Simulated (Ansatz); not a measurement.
Input file:

```
crystal:
  periodic: [false, false, false]
  atoms:
    - {symbol: Si, position_ang: [0.061328, 0.555485, 1.138306]}
    - {symbol: O, position_ang: [0.013752, 0.092944, -0.692717]}
    - {symbol: Si, position_ang: [-0.622453, -1.227550, -1.460724]}
    - {symbol: F, position_ang: [0.592541, 0.977326, 2.599124]}
    - {symbol: F, position_ang: [-0.254313, -0.970492, 1.506255]}
    - {symbol: O, position_ang: [-1.145384, 1.631383, 1.010607]}
    - {symbol: H, position_ang: [1.243100, 0.437754, -0.480161]}
    - {symbol: O, position_ang: [1.659184, 0.949703, 0.434493]}
    - {symbol: H, position_ang: [-2.047955, -1.369737, -1.077246]}
    - {symbol: H, position_ang: [-0.516418, -0.987034, -2.922029]}
    - {symbol: H, position_ang: [0.126429, -2.461921, -1.116363]}
    - {symbol: H, position_ang: [-1.570819, 1.658738, 0.152877]}
    - {symbol: H, position_ang: [2.461006, 0.713301, 0.907678]}
basis:
  gaussian: {orbitals: def2-TZVPP}
hamiltonian: {xc: pbe0, dispersion: d4}
output: {orbitals: {seedname: orbitals}}
```

Run with:

```sh
ansatz run in.yaml --threads 4 --pin off --events-out ev --progress --plain --max-ram 41984MiB --backend cuda --devices 0, --max-vram 37GiB
```

A transition-state structure; geometry: PBE0-D4/def2-TZVP.

These are results of RKS PBE0-D4/def2-TZVPP (Ansatz 0.2.0), not measurements.

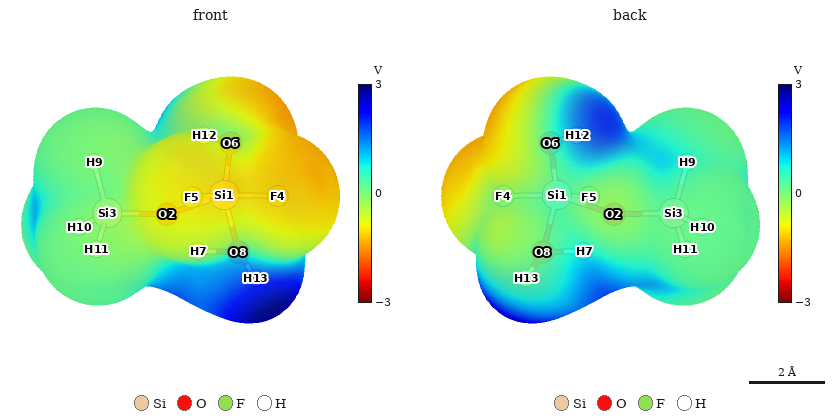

F₂H₆O₃Si₂. The electrostatic potential painted on the density surface at 0.001 e/bohr³, seen from the front and from behind; red is negative and blue positive.

Where is the surface potential most negative and most positive?

Answer. The most negative region (about −1.4 V, or −32 kcal/mol for a unit charge) lies over O6, the most positive (about +2.9 V, or +67 kcal/mol for a unit charge) over H13. O6 is the likeliest acceptor of a hydrogen bond.
